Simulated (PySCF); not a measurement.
# TmF₄−: ligand-field states

Aim: compute the ligand-field states of TmF₄−.

Programs: PySCF 2.14.0, with routines of our own; each step states its level. All values are computed. Atoms count from 0.

## Step 1: The system as given

5 atoms, charge -1, states of the metal's open shell are computed; geometry from: model geometry, bond lengths from ionic radii.

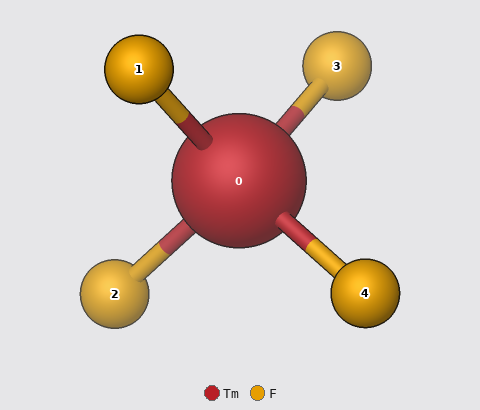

The starting geometry (thulium red, fluorine amber); sticks join atoms by distance alone.

## Step 2: Ligand-field states: state-averaged CASSCF in water

What the job is given:

```
{"job": {"kind": "lf", "basis": {"metal": "x2c-TZVPall", "ligand": "x2c-SVPall"}, "nevpt": true, "solvent": "water"}, "charge": -1, "metal": "Tm", "open_shell": "f12"}
Tm     0.000000     0.000000     0.000000
F      1.189341     1.189341     1.189342
F     -1.189341    -1.189341     1.189342
F     -1.189341     1.189341    -1.189342
F      1.189341    -1.189341    -1.189342
```

Method: state-averaged CASSCF of the metal f shell, SC-NEVPT2 on the averaged canonical orbitals, state-interaction spin-orbit coupling.

Run with:

```
$ OMP_NUM_THREADS=1 python lf_run.py task.json out
```

The driver reads the jobs from task.json and runs them one after another.

Output:

```text
basis functions 160, electrons 106, active (12e, 7o)
stage 1: DIIS on the effective Fock matrix, level shift 0.30
cycle   1  E = -13933.0909976523  dE = -1.393e+04  max|g| = 8.846e+00
cycle   2  E = -13894.1323673544  dE =  3.896e+01  max|g| = 1.085e+01
cycle   3  E = -13618.7996052792  dE =  2.753e+02  max|g| = 2.758e+01
cycle   4  E = -13958.6420826069  dE = -3.398e+02  max|g| = 2.903e+00
cycle   5  E = -13961.0659848777  dE = -2.424e+00  max|g| = 1.163e+00
cycle   6  E = -13960.4233933812  dE =  6.426e-01  max|g| = 9.310e-01
cycle   7  E = -13961.6204902323  dE = -1.197e+00  max|g| = 1.554e-01
cycle   8  E = -13960.8718731535  dE =  7.486e-01  max|g| = 5.849e-01
cycle   9  E = -13960.5986531078  dE =  2.732e-01  max|g| = 7.038e-01
cycle  10  E = -13960.4132234855  dE =  1.854e-01  max|g| = 7.487e-01
cycle  11  E = -13960.5892401440  dE = -1.760e-01  max|g| = 6.643e-01
cycle  12  E = -13960.8258055857  dE = -2.366e-01  max|g| = 5.462e-01
cycle  13  E = -13961.2548226937  dE = -4.290e-01  max|g| = 2.954e-01
cycle  14  E = -13961.5666095844  dE = -3.118e-01  max|g| = 2.054e-01
cycle  15  E = -13961.5228539720  dE =  4.376e-02  max|g| = 2.250e-01
stage 2: quasi-Newton rotations from the point of smallest gradient
cycle  17  E = -13961.7483473484  dE = -1.279e-01  max|g| = 2.011e-01
cycle  19  E = -13961.7686870219  dE = -2.034e-02  max|g| = 7.822e-02
cycle  20  E = -13961.7743174960  dE = -5.630e-03  max|g| = 1.428e-02
cycle  21  E = -13961.7746194471  dE = -3.020e-04  max|g| = 5.523e-03
cycle  22  E = -13961.7746572309  dE = -3.778e-05  max|g| = 1.432e-03
cycle  23  E = -13961.7746617254  dE = -4.495e-06  max|g| = 4.029e-04
cycle  24  E = -13961.7746620900  dE = -3.646e-07  max|g| = 9.821e-05
cycle  25  E = -13961.7746621103  dE = -2.027e-08  max|g| = 2.697e-05
cycle  26  E = -13961.7746621128  dE = -2.576e-09  max|g| = 1.049e-05
cycle  27  E = -13961.7746621130  dE = -1.983e-10  max|g| = 4.001e-06
converged average energy = -13961.7746621130

 mult deg   label        CASSCF/cm-1   NEVPT2/cm-1
   3   3   3T2                 0.0           0.0
   3   3   3T1                63.5          37.2
   3   1   3H                280.6         335.6
   3   3   3H                283.9         343.3
   3   1   3H                285.5         347.1
   3   3   3T1              8083.8        7203.6
   3   3   3T2              8093.9        7241.0
   3   1   3A2              8198.1        7368.9
   1   1   1A1              8798.8        8885.1
   1   3   1T1              9070.2        9190.3
   1   2   1E               9264.3        9407.4
   1   3   1T2              9411.3        9635.6
   1   3   1T2             28059.4       25616.8
   1   2   1E              28321.9       25970.0
   1   1   1A1             33934.0       31256.9
   1   3   1T1             33975.3       31310.6
   1   3   1T2             34021.1       31374.2
   1   1   1A2             34255.2       31674.0
   1   3   1T2             34277.5       31711.9
   1   2   1E              34286.6       31729.2
   3   3   3T1             37257.0       32675.2
   1   1   1A1             82846.8       74965.0

spin-orbit levels / cm-1
      0.00  x1  3T2 0.99
     16.48  x1  3T2 0.50 3T1 0.49
     16.50  x2  3T2 0.50 3T1 0.49
     26.24  x1  3T1 0.76 3T2 0.23
     26.26  x1  3T1 0.76 3T2 0.23
    270.73  x1  3H 0.47 3H 0.33 3T1 0.11
    272.37  x2  3H 0.53 3H 0.20 3T1 0.10
    277.54  x2  3H 0.35 3H 0.32 3H 0.14
    277.66  x1  3H 0.82 3T2 0.12 3T1 0.05
    308.07  x1  3H 0.60 3H 0.30 3T1 0.09
   6259.44  x1  3T1 0.56 1A1 0.32 3T1 0.10
   6402.27  x2  3T1 0.36 1T1 0.31 3T2 0.22
   6402.35  x1  3T1 0.36 1T1 0.31 3T2 0.22
   6508.94  x1  3T2 0.38 1E 0.31 3T1 0.21
   6508.99  x1  3T2 0.38 1E 0.31 3T1 0.21
   6637.30  x1  1T2 0.30 3T2 0.29 3A2 0.25
   6637.48  x2  1T2 0.30 3T2 0.29 3A2 0.25
   8244.97  x2  3T1 0.52 3T2 0.32 3H 0.07
   8245.07  x1  3T1 0.52 3T2 0.32 3H 0.16
   8248.06  x1  3T2 0.41 3T1 0.40 3H 0.15
   8248.61  x2  3T2 0.41 3T1 0.40 3H 0.13
   8430.80  x1  3H 0.75 3T2 0.22
   8431.90  x1  3H 0.50 3H 0.25 3T2 0.22
   8442.55  x2  3H 0.34 3H 0.28 3H 0.17
   8443.70  x1  3H 0.80 3T2 0.11 3T1 0.09
  12918.94  x1  3T2 0.34 3T2 0.19 3H 0.15
  12919.17  x1  3T2 0.34 3T2 0.19 3T1 0.13
  12944.78  x2  3T2 0.25 3T1 0.21 3T1 0.21
  12945.12  x1  3T2 0.25 3T1 0.21 3T1 0.21
  12981.61  x1  3T1 0.52 3T1 0.33 1A1 0.09
```

Wall time 31 s (1 thread of Arm Neoverse V2, shared host); peak memory 0.4 GiB.

Key values:

```csv
quantity,value
spin-orbit constant ζ,2634 cm⁻¹
```

Powder susceptibility:

```
T (K)  χT (cm³ K/mol)  μ(eff)
    2           1.044    2.89
    5           2.587    4.55
   10           4.495    6.00
   20           5.720    6.76
   30           6.031    6.95
   50           6.270    7.08
   75           6.444    7.18
  100           6.578    7.25
  150           6.768    7.36
  200           6.881    7.42
  250           6.949    7.46
  300           6.992    7.48
```

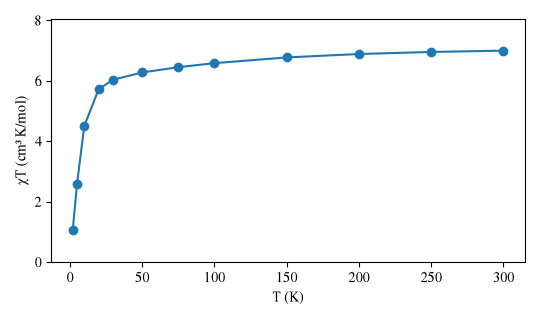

χT against temperature.

Orbitals, density, ELF and potential are computed afterwards from the orbital file.

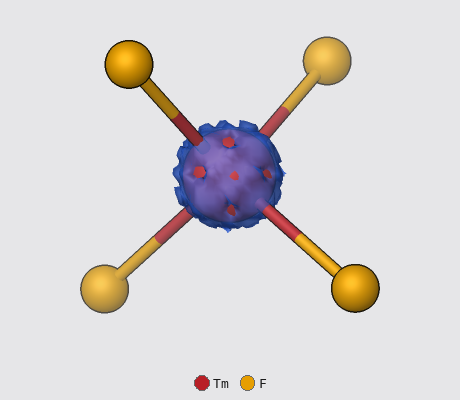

Spin density at ±0.4 e/Å³ (alpha excess blue, beta excess red).

In these pictures sticks join atoms by distance alone, so bonds to metals can be missing or extra.

## Step 3: Ligand-field states: state-averaged CASSCF (avg hs) in water

What the job is given:

```
{"job": {"kind": "lf", "basis": {"metal": "x2c-TZVPall", "ligand": "x2c-SVPall"}, "nevpt": true, "solvent": "water", "avg": "hs"}, "charge": -1, "metal": "Tm", "open_shell": "f12"}
Tm     0.000000     0.000000     0.000000
F      1.189341     1.189341     1.189342
F     -1.189341    -1.189341     1.189342
F     -1.189341     1.189341    -1.189342
F      1.189341    -1.189341    -1.189342
```

Method: state-averaged CASSCF of the metal f shell, SC-NEVPT2 on the averaged canonical orbitals, state-interaction spin-orbit coupling.

Output:

```text
basis functions 160, electrons 106, active (12e, 7o)
stage 1: DIIS on the effective Fock matrix, level shift 0.30
cycle   1  E = -13933.1015329728  dE = -1.393e+04  max|g| = 8.847e+00
cycle   2  E = -13894.1800354753  dE =  3.892e+01  max|g| = 1.085e+01
cycle   3  E = -13618.9487152925  dE =  2.752e+02  max|g| = 2.759e+01
cycle   4  E = -13958.6719934965  dE = -3.397e+02  max|g| = 2.902e+00
cycle   5  E = -13961.0886942037  dE = -2.417e+00  max|g| = 1.164e+00
cycle   6  E = -13960.5245121870  dE =  5.642e-01  max|g| = 9.044e-01
cycle   7  E = -13961.6971797472  dE = -1.173e+00  max|g| = 1.248e-01
cycle   8  E = -13961.4253324356  dE =  2.718e-01  max|g| = 2.715e-01
cycle   9  E = -13961.3994615078  dE =  2.587e-02  max|g| = 2.574e-01
cycle  10  E = -13961.6141560719  dE = -2.147e-01  max|g| = 1.673e-01
cycle  11  E = -13961.7591844407  dE = -1.450e-01  max|g| = 1.925e-01
cycle  12  E = -13961.7600638114  dE = -8.794e-04  max|g| = 1.016e-01
cycle  13  E = -13961.6480612106  dE =  1.120e-01  max|g| = 1.714e-01
cycle  14  E = -13961.4692196174  dE =  1.788e-01  max|g| = 2.444e-01
cycle  15  E = -13961.3786300854  dE =  9.059e-02  max|g| = 2.636e-01
stage 2: quasi-Newton rotations from the point of smallest gradient
cycle  17  E = -13961.7953496430  dE = -3.529e-02  max|g| = 1.365e-01
cycle  18  E = -13961.7991977516  dE = -3.848e-03  max|g| = 7.159e-02
cycle  19  E = -13961.8008440269  dE = -1.646e-03  max|g| = 2.829e-03
cycle  20  E = -13961.8008634573  dE = -1.943e-05  max|g| = 1.778e-03
cycle  21  E = -13961.8008664915  dE = -3.034e-06  max|g| = 2.539e-04
cycle  22  E = -13961.8008666033  dE = -1.118e-07  max|g| = 7.308e-05
cycle  23  E = -13961.8008666170  dE = -1.363e-08  max|g| = 2.018e-05
cycle  24  E = -13961.8008666176  dE = -5.948e-10  max|g| = 4.337e-06
converged average energy = -13961.8008666176

 mult deg   label        CASSCF/cm-1   NEVPT2/cm-1
   3   3   3T2                 0.0           0.0
   3   3   3T1                63.4          36.8
   3   5   3H                283.8         337.8
   3   3   3T1              8088.0        7201.2
   3   3   3T2              8098.5        7237.8
   3   1   3A2              8203.0        7364.0
   1   1   1A1              8805.1        8889.7
   1   3   1T1              9076.0        9190.8
   1   2   1E               9269.7        9405.0
   1   3   1T2              9416.1        9630.4
   1   3   1T2             28075.6       25614.9
   1   2   1E              28337.6       25962.9
   1   1   1A1             33953.6       31255.6
   1   3   1T1             33994.9       31308.3
   1   3   1T2             34040.6       31371.1
   1   1   1A2             34274.0       31666.5
   1   3   1T2             34296.3       31703.7
   1   2   1E              34305.3       31720.7
   3   3   3T1             37277.5       32668.0
   1   1   1A1             82894.0       74955.4

spin-orbit levels / cm-1
      0.00  x1  3T2 0.99
     16.34  x3  3T2 0.50 3T1 0.49
     25.99  x2  3T1 0.76 3T2 0.23
    268.83  x3  3H 0.80 3T1 0.11 3T2 0.08
    273.67  x3  3H 0.82 3T2 0.12 3T1 0.05
    303.03  x1  3H 0.90 3T1 0.09
   6259.32  x1  3T1 0.56 1A1 0.32 3T1 0.10
   6400.79  x3  3T1 0.36 1T1 0.31 3T2 0.22
   6506.34  x2  3T2 0.38 1E 0.31 3T1 0.21
   6633.06  x3  1T2 0.30 3T2 0.29 3A2 0.25
   8247.84  x3  3T1 0.52 3T2 0.32 3H 0.16
   8251.36  x3  3T2 0.41 3T1 0.40 3H 0.20
   8430.79  x2  3H 0.75 3T2 0.22
   8443.45  x3  3H 0.80 3T2 0.11 3T1 0.09
  12921.73  x2  3T2 0.34 3T2 0.19 3H 0.15
  12948.10  x3  3T2 0.25 3T1 0.21 3T1 0.21
  12985.05  x1  3T1 0.52 3T1 0.33 1A1 0.09
  13127.04  x3  3H 0.61 3T2 0.14 3A2 0.11
  15395.93  x3  3T2 0.65 3T1 0.35
  15408.57  x1  3T2 1.00
  15425.31  x3  3T1 0.65 3A2 0.32
  16499.23  x3  3T2 0.41 3A2 0.22 3T1 0.20
  16550.98  x2  3T1 0.55 3T2 0.28 1E 0.16
  21423.90  x1  1A1 0.58 3T1 0.28 3T1 0.11
  21643.04  x3  1T1 0.59 3T2 0.13 3T1 0.11
  21796.26  x2  1E 0.60 3T2 0.16 3T2 0.08
```

Wall time 25 s (1 thread of Arm Neoverse V2, shared host); peak memory 0.41 GiB.

Key values:

| quantity | value |
| --- | --- |
| spin-orbit constant ζ | 2635 cm⁻¹ |

Powder susceptibility:

| T (K) | χT (cm³ K/mol) | μ(eff) |
| --- | --- | --- |
| 2 | 1.053 | 2.90 |
| 20 | 5.731 | 6.77 |
| 100 | 6.586 | 7.26 |
| 300 | 6.996 | 7.48 |

## Step 4: Ligand-field states: state-averaged CASSCF (basis ANO-RCC-MB) in water

What the job is given:

```
{"job": {"kind": "lf", "basis": "ANO-RCC-MB", "nevpt": true, "solvent": "water"}, "charge": -1, "metal": "Tm", "open_shell": "f12"}
Tm     0.000000     0.000000     0.000000
F      1.189341     1.189341     1.189342
F     -1.189341    -1.189341     1.189342
F     -1.189341     1.189341    -1.189342
F      1.189341    -1.189341    -1.189342
```

With the program's defaults for keys left out, this is: state-averaged CASSCF of the metal f shell, SC-NEVPT2 on the averaged canonical orbitals, state-interaction spin-orbit coupling.

Output:

```text
basis functions 63, electrons 106, active (12e, 7o)
stage 1: DIIS on the effective Fock matrix, level shift 0.30
cycle   1  E = -13959.7314721596  dE = -1.396e+04  max|g| = 2.084e+00
cycle   2  E = -13961.5695194315  dE = -1.838e+00  max|g| = 3.540e-01
cycle   3  E = -13961.5977002302  dE = -2.818e-02  max|g| = 7.397e-02
cycle   4  E = -13961.0843009671  dE =  5.134e-01  max|g| = 2.889e-01
cycle   5  E = -13961.5259457265  dE = -4.416e-01  max|g| = 1.474e-01
cycle   6  E = -13961.3999123433  dE =  1.260e-01  max|g| = 1.856e-01
cycle   7  E = -13961.4379954731  dE = -3.808e-02  max|g| = 1.786e-01
cycle   8  E = -13961.4591916375  dE = -2.120e-02  max|g| = 1.667e-01
cycle   9  E = -13961.4419613204  dE =  1.723e-02  max|g| = 1.811e-01
cycle  10  E = -13961.4099349565  dE =  3.203e-02  max|g| = 1.860e-01
cycle  11  E = -13961.3445308086  dE =  6.540e-02  max|g| = 2.074e-01
cycle  12  E = -13961.2387257722  dE =  1.058e-01  max|g| = 2.481e-01
cycle  13  E = -13961.3501948830  dE = -1.115e-01  max|g| = 1.922e-01
cycle  14  E = -13961.4234800974  dE = -7.329e-02  max|g| = 1.657e-01
cycle  15  E = -13961.5455519294  dE = -1.221e-01  max|g| = 1.064e-01
stage 2: quasi-Newton rotations from the point of smallest gradient
cycle  17  E = -13961.6426548816  dE = -4.495e-02  max|g| = 1.903e-02
cycle  18  E = -13961.6438349873  dE = -1.180e-03  max|g| = 9.979e-03
cycle  19  E = -13961.6439423168  dE = -1.073e-04  max|g| = 2.375e-03
cycle  20  E = -13961.6439473822  dE = -5.065e-06  max|g| = 6.709e-04
cycle  21  E = -13961.6439479381  dE = -5.560e-07  max|g| = 1.686e-04
cycle  22  E = -13961.6439479673  dE = -2.915e-08  max|g| = 5.150e-05
cycle  23  E = -13961.6439479694  dE = -2.063e-09  max|g| = 1.218e-05
cycle  24  E = -13961.6439479695  dE = -1.146e-10  max|g| = 4.783e-06
converged average energy = -13961.6439479695

 mult deg   label        CASSCF/cm-1   NEVPT2/cm-1
   3   3   3T2                 0.0           0.0
   3   3   3T1                71.2          41.2
   3   5   3H                330.9         357.4
   3   3   3T1              7858.1        7643.3
   3   3   3T2              7869.7        7678.2
   3   1   3A2              7984.7        7804.2
   1   1   1A1              8305.1        8246.8
   1   3   1T1              8628.1        8570.3
   1   2   1E               8859.0        8801.6
   1   3   1T2              9058.9        9068.7
   1   3   1T2             26686.3       26079.7
   1   2   1E              27015.8       26473.2
   1   1   1A1             32484.7       31956.6
   1   3   1T1             32536.9       32019.2
   1   3   1T2             32597.2       32092.6
   1   1   1A2             32886.8       32424.1
   1   3   1T2             32923.4       32479.5
   1   2   1E              32937.7       32501.5
   3   3   3T1             36116.0       35162.0
   1   1   1A1             78871.5       76955.5

spin-orbit levels / cm-1
      0.00  x1  3T2 0.99
     17.74  x3  3T2 0.50 3T1 0.49
     28.13  x2  3T1 0.76 3T2 0.23
    281.46  x3  3H 0.80 3T1 0.11 3T2 0.09
    286.82  x3  3H 0.82 3T2 0.12 3T1 0.05
    317.93  x1  3H 0.90 3T1 0.09
   6276.37  x1  3T1 0.50 1A1 0.36 3T1 0.12
   6443.17  x3  1T1 0.35 3T1 0.33 3T2 0.19
   6572.47  x2  3T2 0.35 1E 0.34 3T1 0.19
   6722.55  x3  1T2 0.33 3T2 0.27 3A2 0.23
   7921.77  x3  3T1 0.53 3T2 0.31 3H 0.16
   7924.21  x3  3T2 0.41 3T1 0.39 3H 0.20
   8113.01  x2  3H 0.74 3T2 0.23 3T1 0.03
   8126.71  x3  3H 0.79 3T2 0.11 3T1 0.09
  12607.29  x2  3T2 0.33 3T2 0.22 3H 0.15
  12652.79  x3  3T2 0.24 3T1 0.24 3T1 0.20
  12720.48  x1  3T1 0.50 3T1 0.38 1A1 0.07
  12815.68  x3  3H 0.59 3T2 0.16 3A2 0.13
  15505.39  x3  3T2 0.65 3T1 0.34
  15509.28  x1  3T2 1.00
  15531.78  x3  3T1 0.65 3A2 0.33
  16704.50  x3  3T2 0.42 3A2 0.22 3T1 0.20
  16761.79  x2  3T1 0.57 3T2 0.28 1E 0.14
  20474.48  x1  1A1 0.57 3T1 0.29 3T1 0.12
  20716.80  x3  1T1 0.58 3T2 0.13 3T1 0.10
  20887.66  x2  1E 0.58 3T2 0.16 3T2 0.10
```

Run time: 19 s. Hardware: 1 thread of Arm Neoverse V2, shared host; peak memory 0.27 GiB.

In short:

```csv
quantity,value
spin-orbit constant ζ,2532 cm⁻¹
```

Powder susceptibility:

| T (K) | χT (cm³ K/mol) | μ(eff) |
| --- | --- | --- |
| 2 | 0.967 | 2.78 |
| 20 | 5.626 | 6.71 |
| 100 | 6.537 | 7.23 |
| 300 | 6.959 | 7.46 |

## Step 5: Ligand-field states: state-averaged CASSCF (aux autoaux) in water

What the job is given:

```
{"job": {"kind": "lf", "basis": {"metal": "x2c-TZVPall", "ligand": "x2c-SVPall"}, "nevpt": true, "solvent": "water", "aux": "autoaux"}, "charge": -1, "metal": "Tm", "open_shell": "f12"}
Tm     0.000000     0.000000     0.000000
F      1.189341     1.189341     1.189342
F     -1.189341    -1.189341     1.189342
F     -1.189341     1.189341    -1.189342
F      1.189341    -1.189341    -1.189342
```

Level: state-averaged CASSCF of the metal f shell, SC-NEVPT2 on the averaged canonical orbitals, state-interaction spin-orbit coupling.

Output:

```text
basis functions 160, electrons 106, active (12e, 7o)
stage 1: DIIS on the effective Fock matrix, level shift 0.30
cycle   1  E = -13933.0958878670  dE = -1.393e+04  max|g| = 8.845e+00
cycle   2  E = -13894.1415934325  dE =  3.895e+01  max|g| = 1.086e+01
cycle   3  E = -13618.8891649425  dE =  2.753e+02  max|g| = 2.758e+01
cycle   4  E = -13958.6428779678  dE = -3.398e+02  max|g| = 2.902e+00
cycle   5  E = -13961.0664922078  dE = -2.424e+00  max|g| = 1.163e+00
cycle   6  E = -13960.4234476989  dE =  6.430e-01  max|g| = 9.311e-01
cycle   7  E = -13961.6202628232  dE = -1.197e+00  max|g| = 1.555e-01
cycle   8  E = -13960.8727539857  dE =  7.475e-01  max|g| = 5.848e-01
cycle   9  E = -13960.5999969618  dE =  2.728e-01  max|g| = 7.033e-01
cycle  10  E = -13960.4154628750  dE =  1.845e-01  max|g| = 7.476e-01
cycle  11  E = -13960.5917730763  dE = -1.763e-01  max|g| = 6.632e-01
cycle  12  E = -13960.8279755413  dE = -2.362e-01  max|g| = 5.451e-01
cycle  13  E = -13961.2588846682  dE = -4.309e-01  max|g| = 2.933e-01
cycle  14  E = -13961.5663287792  dE = -3.074e-01  max|g| = 2.053e-01
cycle  15  E = -13961.5260596669  dE =  4.027e-02  max|g| = 2.243e-01
stage 2: quasi-Newton rotations from the point of smallest gradient
cycle  17  E = -13961.7484384936  dE = -1.282e-01  max|g| = 2.023e-01
cycle  19  E = -13961.7689094806  dE = -2.047e-02  max|g| = 7.896e-02
cycle  20  E = -13961.7745991532  dE = -5.690e-03  max|g| = 1.437e-02
cycle  21  E = -13961.7749045018  dE = -3.053e-04  max|g| = 5.583e-03
cycle  22  E = -13961.7749427027  dE = -3.820e-05  max|g| = 1.445e-03
cycle  23  E = -13961.7749472646  dE = -4.562e-06  max|g| = 4.070e-04
cycle  24  E = -13961.7749476338  dE = -3.692e-07  max|g| = 9.975e-05
cycle  25  E = -13961.7749476546  dE = -2.079e-08  max|g| = 2.713e-05
cycle  26  E = -13961.7749476572  dE = -2.627e-09  max|g| = 1.054e-05
cycle  27  E = -13961.7749476574  dE = -2.019e-10  max|g| = 4.030e-06
converged average energy = -13961.7749476574

 mult deg   label        CASSCF/cm-1   NEVPT2/cm-1
   3   3   3T2                 0.0           0.0
   3   3   3T1                63.5          37.3
   3   1   3H                280.7         335.9
   3   3   3H                284.0         343.5
   3   1   3H                285.6         347.4
   3   3   3T1              8083.9        7203.8
   3   3   3T2              8094.0        7241.1
   3   1   3A2              8198.2        7369.2
   1   1   1A1              8798.6        8885.0
   1   3   1T1              9070.2        9190.5
   1   2   1E               9264.5        9407.7
   1   3   1T2              9411.5        9635.9
   1   3   1T2             28059.5       25616.9
   1   2   1E              28322.1       25970.4
   1   1   1A1             33934.0       31257.1
   1   3   1T1             33975.4       31310.7
   1   3   1T2             34021.3       31374.4
   1   1   1A2             34255.4       31674.4
   1   3   1T2             34277.8       31712.2
   1   2   1E              34286.8       31729.5
   3   3   3T1             37257.2       32675.5
   1   1   1A1             82847.0       74965.5

spin-orbit levels / cm-1
      0.00  x1  3T2 0.99
     16.55  x1  3T2 0.50 3T1 0.49
     16.58  x2  3T2 0.50 3T1 0.49
     26.36  x1  3T1 0.76 3T2 0.23
     26.38  x1  3T1 0.76 3T2 0.23
    270.98  x1  3H 0.47 3H 0.33 3T1 0.11
    272.61  x2  3H 0.53 3H 0.20 3T1 0.10
    277.78  x2  3H 0.35 3H 0.32 3H 0.14
    277.88  x1  3H 0.82 3T2 0.12 3T1 0.05
    308.34  x1  3H 0.60 3H 0.30 3T1 0.09
   6259.50  x1  3T1 0.56 1A1 0.32 3T1 0.10
   6402.42  x2  3T1 0.36 1T1 0.31 3T2 0.22
   6402.49  x1  3T1 0.36 1T1 0.31 3T2 0.22
   6509.16  x1  3T2 0.38 1E 0.31 3T1 0.21
   6509.21  x1  3T2 0.38 1E 0.31 3T1 0.21
   6637.57  x1  1T2 0.30 3T2 0.29 3A2 0.25
   6637.74  x2  1T2 0.30 3T2 0.29 3A2 0.25
   8245.12  x2  3T1 0.52 3T2 0.32 3H 0.07
   8245.21  x1  3T1 0.52 3T2 0.32 3H 0.16
   8248.19  x1  3T2 0.41 3T1 0.40 3H 0.15
   8248.74  x2  3T2 0.41 3T1 0.40 3H 0.13
   8431.01  x1  3H 0.75 3T2 0.22
   8432.13  x1  3H 0.50 3H 0.25 3T2 0.22
   8442.81  x2  3H 0.34 3H 0.28 3H 0.17
   8443.94  x1  3H 0.80 3T2 0.11 3T1 0.09
  12919.08  x1  3T2 0.34 3T2 0.19 3H 0.15
  12919.30  x1  3T2 0.34 3T2 0.19 3T1 0.13
  12944.94  x2  3T2 0.25 3T1 0.21 3T1 0.21
  12945.27  x1  3T2 0.25 3T1 0.21 3T1 0.21
  12981.83  x1  3T1 0.52 3T1 0.33 1A1 0.09
```

Wall time 31 s (1 thread of Arm Neoverse V2, shared host); peak memory 0.43 GiB.

Key values:

```
             quantity      value
spin-orbit constant ζ  2634 cm⁻¹
```

Powder susceptibility:

```
T (K)  χT (cm³ K/mol)  μ(eff)
    2           1.039    2.88
   20           5.716    6.76
  100           6.578    7.25
  300           6.992    7.48
```

## Step 6: The runs side by side

From the NEVPT2 states (cm⁻¹; the spread is that of the fitted one-electron ligand-field levels):

| step | setting | ground state | next state | orbital spread | ζ | μ(eff), 300 K |
| --- | --- | --- | --- | --- | --- | --- |
| 2 | as given | 3T2 | 3T1 at 37 | 499 | 2634 | 7.48 |
| 3 | avg hs | 3T2 | 3T1 at 37 | 496 | 2635 | 7.48 |
| 4 | basis ANO-RCC-MB | 3T2 | 3T1 at 41 | 626 | 2532 | 7.46 |
| 5 | aux autoaux | 3T2 | 3T1 at 37 | 499 | 2634 | 7.48 |

## Step 7: Outcome

| quantity | value |
| --- | --- |
| spin-orbit constant ζ (step 2, state-averaged CASSCF in water) | 2634 cm⁻¹ |
| ground multiplicity, μ(eff) at 300 K (step 2, 4 donors at 2.06 Å) | 3, 7.48 μB |
| ground multiplicity, μ(eff) at 300 K (step 3, 4 donors at 2.06 Å) | 3, 7.48 μB |
| ground multiplicity, μ(eff) at 300 K (step 4, 4 donors at 2.06 Å) | 3, 7.46 μB |
| ground multiplicity, μ(eff) at 300 K (step 5, 4 donors at 2.06 Å) | 3, 7.48 μB |

In words: In step 2, χT goes from 1.04 at 2 K to 6.99 cm³ K/mol at 300 K, as higher levels fill or mix in. The spread of the ligand-field levels runs from 496 cm⁻¹ (avg hs) to 626 cm⁻¹ (basis ANO-RCC-MB); μ(eff) at 300 K: 7.46 to 7.48 μB.
